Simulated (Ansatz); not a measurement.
# CAM-B3LYP/STO-3G run of AlH2Cl (SMILES [H][Al]([H])[Cl])

Aim: the energy change on altering one bond length of AlH2Cl at CAM-B3LYP/STO-3G, from 2 runs. 

The calculation is run with Ansatz 0.2.0.

57 further runs of the same task are left out: 2 that didn't finish, 55 set aside as unsound or not needed.

### Step 1. The system as given

AlH2Cl has 4 atoms, charge 0, and is taken as a singlet. As SMILES, `[H][Al]([H])[Cl]`. The shape comes from GFN2-xTB, which is rough for such elements, and wasn't checked as a minimum.

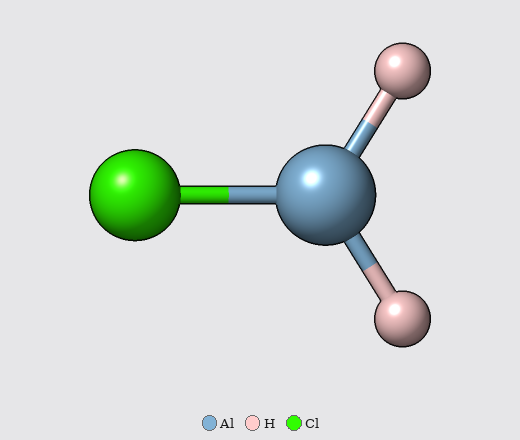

Viewed from a chosen angle; aluminium light blue, hydrogen pink, chlorine green.

### Step 2. The energy at CAM-B3LYP/STO-3G

File in.yaml:

```yaml
crystal:
  periodic: [false, false, false]
  atoms:
    - {symbol: Al, position_ang: [0.049780, 0.082930, -0.002200]}
    - {symbol: H, position_ang: [1.587020, 0.109500, 0.013310]}
    - {symbol: H, position_ang: [-0.651090, 1.451440, -0.019500]}
    - {symbol: Cl, position_ang: [-0.985710, -1.643880, 0.008400]}
basis:
  gaussian:
    orbitals: STO-3G
hamiltonian:
  xc: {name: CAM-B3LYP}
accuracy: high
```

The run is started by

```sh
$ ansatz run in.yaml --threads 1 --pin off --max-ram 2610MiB --events-out events.jsonl --progress --plain --runs-dir runs
```

Log:

```text
Warning: RAYON_NUM_THREADS=1 ignored (pool sized by the plan → 1); use --threads N
Functional definition: CAM-B3LYP
  name "CAM-B3LYP"
  parameter alpha = 0.19
  parameter beta = 0.46
  parameter omega = 0.33/bohr
  parameter ac = 0.81
  exchange = (1 - alpha - beta)*b88_x + beta*b88_x_sr(omega) + alpha*exact_x + beta*exact_x_lr(omega)
  correlation = (1 - ac)*vwn5_c + ac*lyp_c
339 factors; integrals over basis functions are off by at most 7.2e-9 eV
141 factors; integrals over basis functions are off by at most 1.0e-9 eV
mean field evaluation 1: about -18935.4591 eV, gradient 1.9e1 eV
mean field evaluation 2: about -18936.7649 eV, gradient 8.1e0 eV
mean field evaluation 4: about -18936.9718 eV, gradient 3.4e-2 eV
mean field evaluation 8: about -18936.9438 eV, gradient 2.4e-4 eV
mean field -18936.94377708 eV, -695.9198478861 hartree, gradient 1.9e-9 eV, S^2 0.000000; 0 other end points of the search recorded, 0 dependent functions left out
reference -18936.94378956 eV, -695.9198483448 hartree; 16, 16 occupied and 4, 4 virtual orbitals, 339 factors
Total energy: -18936.94378956 eV, -695.9198483448 hartree
```

Run time: 1.1 s. Hardware: 1 thread of Arm Neoverse V1, shared host; peak memory 0.094 GiB.

### Step 3. The distorted shape

File molecule.yaml:

```yaml
crystal:
  periodic: [false, false, false]
  atoms:
    - {symbol: Al, position_ang: [0.308659, 0.514643, -0.004850]}
    - {symbol: H, position_ang: [1.845899, 0.541213, 0.010660]}
    - {symbol: H, position_ang: [-0.392211, 1.883153, -0.022150]}
    - {symbol: Cl, position_ang: [-0.985710, -1.643880, 0.008400]}
basis:
  gaussian:
    orbitals: STO-3G
hamiltonian:
  xc: {name: CAM-B3LYP}
accuracy: high
```

The run is started by

```sh
$ ansatz run molecule.yaml --threads 1 --pin off --max-ram 2610MiB --events-out events.jsonl --progress --plain --runs-dir runs
```

Log, cut to the lines that bear on the results:

```text
Warning: RAYON_NUM_THREADS=1 ignored (pool sized by the plan → 1); use --threads N
[... 8 set-up lines as earlier in the session ...]
333 factors; integrals over basis functions are off by at most 1.2e-8 eV
139 factors; integrals over basis functions are off by at most 1.2e-9 eV
mean field evaluation 1: about -18933.5009 eV, gradient 2.0e1 eV
mean field evaluation 2: about -18935.1878 eV, gradient 1.1e1 eV
mean field evaluation 4: about -18935.7205 eV, gradient 1.3e-1 eV
mean field evaluation 8: about -18935.6863 eV, gradient 2.4e-4 eV
mean field -18935.68627231 eV, -695.8736354381 hartree, gradient 7.2e-8 eV, S^2 0.000000; 0 other end points of the search recorded, 0 dependent functions left out
reference -18935.68628536 eV, -695.8736359180 hartree; 16, 16 occupied and 4, 4 virtual orbitals, 333 factors
Total energy: -18935.68628536 eV, -695.8736359180 hartree
```

Wall time 1.1 s (1 thread of Arm Neoverse V1, shared host); peak memory 0.093 GiB.

### Step 4. What came out

Level: CAM-B3LYP/STO-3G.

| quantity | value |
| --- | --- |
| first shape: total energy | -695.91985 Eh |
| distorted shape: total energy | -695.87364 Eh |
| energy change with the Al1–Cl4 bond stretched from 2.014 to 2.517 Å | 1.258 eV |

In words: With the Al1–Cl4 bond stretched from 2.014 to 2.517 Å the energy rises by 1.26 eV (29 kcal/mol). The first shape isn't relaxed at this level, so the change isn't measured from a minimum. The minimal basis adds a large error of its own.
